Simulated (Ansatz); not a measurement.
# Fields on a plane of Fe2O3 (corundum)

```xyz
10
Lattice="2.3495 1.3565 4.3974 -2.3495 1.3565 4.3974 0.0000 -2.7129 4.3974" Properties=species:S:1:pos:R:3 pbc="T T T"
Fe     0.0000     0.0000     4.5562
Fe     0.0000     0.0000     2.0400
Fe     0.0000     0.0000     8.6361
Fe     0.0000     0.0000    11.1523
O     -0.8743     1.3565     7.6955
O     -0.7376    -1.4354     7.6955
O      1.6119     0.0789     7.6955
O      0.8743    -1.3565     5.4968
O      0.7376     1.4354     5.4968
O     -1.6119    -0.0789     5.4968
```

The slice is a (1 -1 0 2) plane (indices of the conventional cell) through the point (0.436, 0.064, 0.750) (fractional), spanned by u = [1 0 -1] and v = [010] in vectors of this cell: u (4.70 Å) and v (5.17 Å, at 90° to u). It covers one period; positions are fractions (u, v).

Atoms on it: O at (0.81, 0.50); O at (0.00, 0.00). Other atoms lie within 1 Å of the plane.

All values below come from PBEsol (plane waves to 420 eV, PAW, scalar-relativistic; Ansatz, a quantum-chemistry and plane-wave program). k mesh 12×12×12. Near the nuclei the fields are pseudised (PAW); where an atom keeps semicore shells as valence, they peak there. At this level the bands of Fe2O3 touch or barely overlap; measurements give the solid a gap. Fe2O3 is run spin-polarised and with no Hubbard U; the real compound is an antiferromagnetic insulator, a state that this run doesn't describe. Fe2O3 was relaxed with its symmetry unable to fall. Relaxed Fe2O3 ends ferromagnetic. The PAW data are Ansatz's earlier set. The relaxed volume of Fe2O3 is well below the measured one. Other magnetic orders were not checked, so this need not be the ground state.

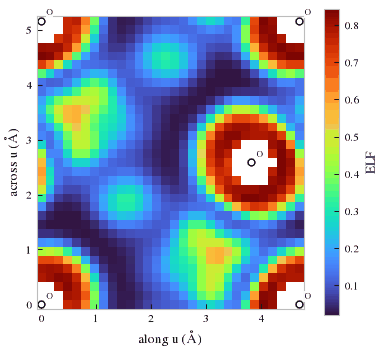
Figure: ELF of the up spins, one period of the plane, atoms marked. Points within 0.4 Å of a nucleus are left white, as the pseudised field means little there.

```
|xxxxx-+##%%%%#*+=-:.:-==-xxxx|
|xxxxx-+*##%%%%##*+++++**+xxxx|
|xxxx -=+*##%%%%%######%#*=xxx|
|xxx  .-=+*#%%%%%%%%%%%@%%#=xx|
|       .-+*#%%%@@@@@@@@@@%*+-|
|.        :+*#%@@@@@@@@@@@%#+-|
|   xxxx   -+#%@@@@@@@@@@@%#+-|
|  xxxxxx  .=*%%@@@@@@@@@%%#+.|
| xxxxxxxx  -*#%@@@@@@@@@%#*- |
| xxxxxxxx  :+#%@@@@@@%##*++: |
| xxxxxxxx  :+#%%@@@%##+=-=-. |
| xxxxxxxx  -+#%%%%%#*xxxxxx  |
|  xxxxxxx  =*#%%%%#*xxxxxxxx |
|  xxxxxx  :+*#%%%%*=xxxxxxxxx|
|         .=*#%%%%#+xxxxxxxxxx|
|..      .=+##%%%%#+xxxxxxxxxx|
|-=-:..:-=*##%%%%#*+xxxxxxxxxx|
|+**++++**##%%%%##*=:xxxxxxxxx|
|#%#######%%%%%##*+=:xxxxxxxx*|
|%@@%%%%%%%%%%##*=-:. xxxxxx*#|
|@@@@@@@@@@%%##+=:       .=*#%|
|@@@@@@@@@@%%#*=.        :=*%@|
|@@@@@@@@@@%%*=:   xxx   .=*%@|
|@@@@@@@@@@%#*-  xxxxxxx  -+#%|
|%@@@@@@@@@%#+:  xxxxxxx  .=*%|
|*#%%@@@@@%%*=. xxxxxxxxx  =+*|
|-+*#%@@@@%%*=  xxxxxxxxx  :=-|
|xxx=*%%%%%%*=.  xxxxxxxx   xx|
|xxxx=*%%%%%#+:  xxxxxxx   xxx|
|xxxxx+#%%%%#*=   xxxxx   xxxx|
|xxxxx=*#%%%#*+-          xxxx|
|xxxxx-*#%%%%#*+-       ..xxxx|
```
Scale: ten equal steps from 5.00 (start of ' ') to 13.10 (end of '@'), in the order ' .:-=+*#%@'. Values: electrostatic potential energy of an electron, from the cell's mean, in eV. The map has 29 points along u (one character each, u = 0 at the left) and 32 along v (v = 0 in the bottom row). Points within 0.8 Å of a nucleus are blanked (x), as the pseudised field means little there. Values under 5 eV are set to 5. The zero, the cell's mean, hangs on the PAW cores.
